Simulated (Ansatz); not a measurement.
AlBF2H2N (charge +1)

Input file:

```
crystal:
  periodic: [false, false, false]
  atoms:
    - symbol: Al
      position_ang: [0.591641, 1.260687, -0.339591]
    - symbol: B
      position_ang: [-0.731291, -0.296179, 0.792771]
    - symbol: F
      position_ang: [0.719035, -0.432411, 0.388953]
    - symbol: F
      position_ang: [1.787320, 2.057562, -1.086495]
    - symbol: N
      position_ang: [-1.041664, 0.966063, 0.319082]
    - symbol: H
      position_ang: [-1.216951, -1.214036, 1.365483]
    - symbol: H
      position_ang: [-1.943029, 1.430653, 0.397695]
basis:
  gaussian:
    orbitals: def2-TZVPD
total_charge: 1
hamiltonian:
  xc: pbe0
output: {forces: true, orbitals: {seedname: orbitals}}
```

Run with:

```sh
ansatz run input.yaml --threads 1 --pin off --max-ram 2610MiB --events-out events.jsonl --progress --plain --runs-dir runs
```

Geometry: B3LYP-D3(BJ)/def2-SVP.

The calculation used isolated molecule in a Gaussian basis; Kohn-Sham density functional theory, functional PBE0 in Ansatz 0.2.0.

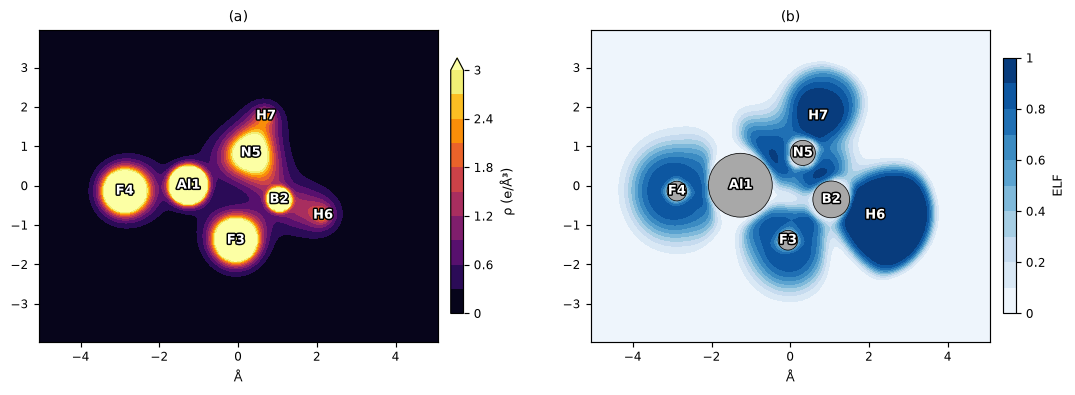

Figure 1. (a) electron density; (b) ELF on the molecular plane. Grey discs cover the atomic cores in the ELF map.

Q: Describe what can be read from this map.

A:
- Atoms in the plane: Al, B, F, N and H.
- B–N (1.38 Å): ρ is about 2.1 e/Å³ halfway; the ELF peaks at about 0.90 between the atoms; a short, strongly polar bond.
- B–F (1.51 Å): ρ is about 1.3 e/Å³ halfway; the ELF peaks at about 0.85 between the atoms: a polar covalent bond.
- Al–F (1.62 Å): the density is about 1 e/Å³ at the midpoint; the ELF peaks at about 0.85 in the valence shell of F, 0.5 Å from its nucleus, and is about 0.40 at the midpoint.
- Al–N (1.79 Å): the density is about 0.83 e/Å³ at the midpoint; the ELF peaks at about 0.90 in the valence shell of N, 0.7 Å from its nucleus, and is about 0.60 at the midpoint.
- Al–B (2.34 Å): ρ is about 0.41 e/Å³ halfway, with its minimum of 0.36 e/Å³ about 0.9 Å from Al; the ELF is about 0.15 at the midpoint.
- The ELF also peaks beside F3 and F4, away from the bonds: lone-pair regions.

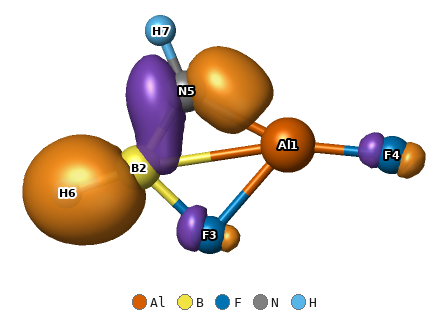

Figure 2. The HOMO−1 at ±0.2 Å⁻³ᐟ² (orange and purple are the two phases), seen across its widest extent.

Q: Describe this orbital and give its energy.

A: By Hirshfeld shares it lies mainly on B2 (about 30 %), H6 (about 30 %), N5 (about 25 %) and Al1 (about 10 %); it is symmetric in the molecular plane (an in-plane orbital: σ, lone-pair or in-plane π type). Its energy is −16.59 eV.

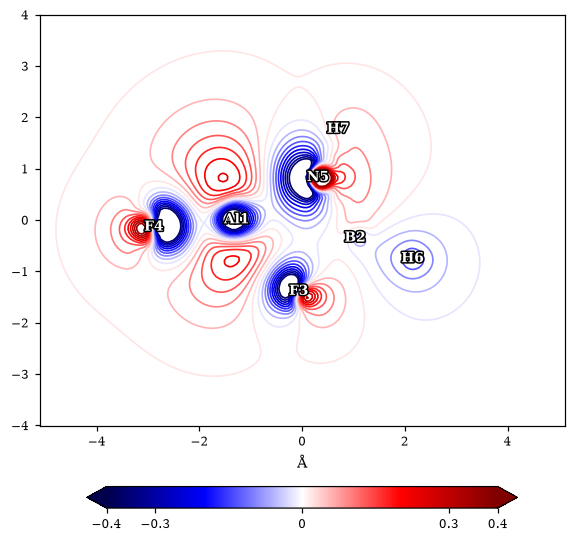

Figure 3. The LUMO on the molecular plane (values in Å⁻³ᐟ²; the overall sign is arbitrary).

Q: Where does this orbital lie, and at what energy?

A: Its weight (Hirshfeld) is mainly on Al1 (about 65 %), N5 (about 10 %) and F4 (about 10 %); it is symmetric in the molecular plane (an in-plane orbital: σ, lone-pair or in-plane π type). Its energy is −7.42 eV.
